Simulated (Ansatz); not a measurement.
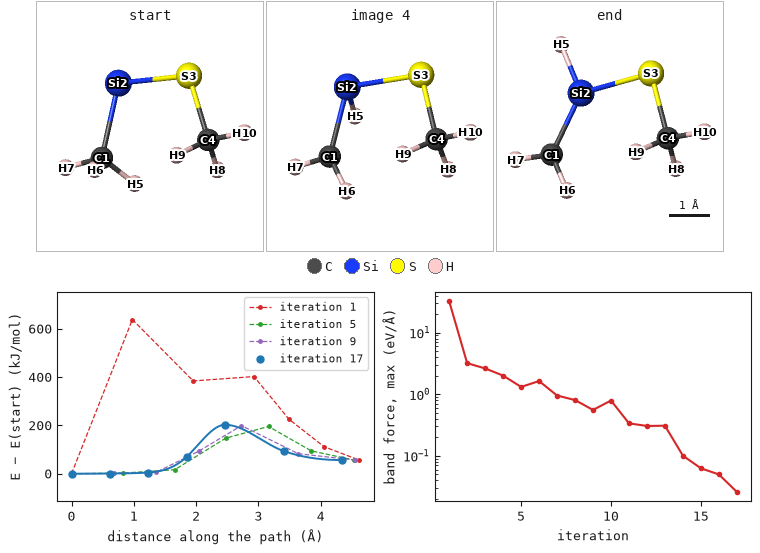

A search for the minimum-energy path of C$_{2}$H$_{6}$SSi by the nudged elastic band. Images are numbered from 0 (start) to 6 (end). The plot follows the band through its iterations. Style: ball-and-stick. Shown at a tilt.

These are results of Ansatz, RKS B3LYP/def2-SVP, not measurements. Run with 5 movable images; climbing image; force threshold 0.03 eV/Å; iteration limit 60; starting path through a guess of the saddle point.

### Judge this run.

The result is final at these settings. The band converged in 17 iterations. The largest component of the band force went from 32 to 0.026 eV/Å. The climbing image converged on the top of the path. Its vibrational analysis gives one imaginary mode (1033i cm⁻¹), as a transition state must have. The first iteration put the highest image at 638.5 kJ/mol. The energy climbs by 202.6 kJ/mol to image 4 and then falls by 146.1 kJ/mol, so the end point sits at +56.5 kJ/mol.

The run took 2.1 min on 2 threads of Intel(R) Xeon(R) Platinum 8488C (Sapphire Rapids) (shared host), peak memory 0.22 GiB.
